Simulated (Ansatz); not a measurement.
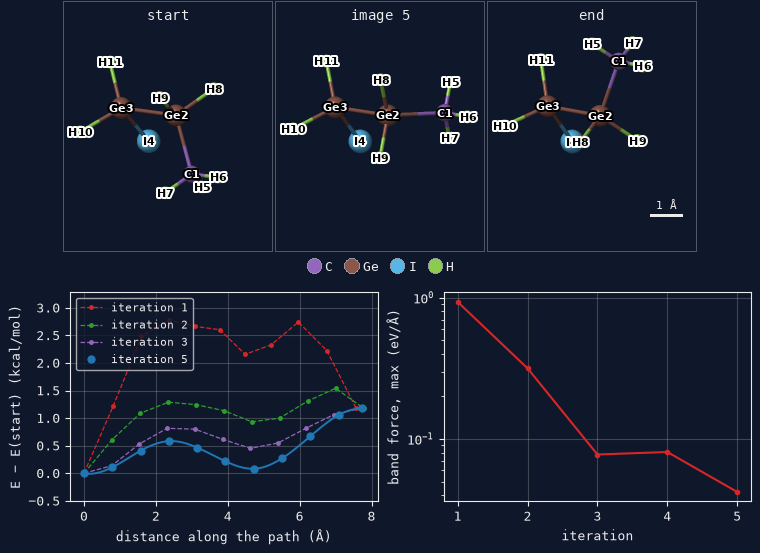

NEB run on CH$_{7}$Ge$_{2}$I. Images are numbered from 0 (start) to 10 (end). The plot follows the band through its iterations. Style: ball-and-stick. Shown from a free direction.

Level of theory: Ansatz, RKS PBE/def2-SVP. Set-up: 9 movable images; climbing image; force threshold 0.05 eV/Å; iteration limit 6; starting path by image-dependent pair potential.

**Judge this run.**

The run is converged, with reservations. The band converged in 5 iterations. The largest component of the band force went from 0.93 to 0.042 eV/Å. The iteration limit was low. The first iteration put the highest image at 2.78 kcal/mol. Relative to the start the highest point is image 10 at +1.18 kcal/mol and the end lies at +1.18 kcal/mol, but the profile dips to +0.08 kcal/mol at image 6 on the way, so there is an intermediate minimum on the way.

The run took 3.1 min on 2 threads of Arm Neoverse V1, on a shared host, peak memory 0.21 GiB.
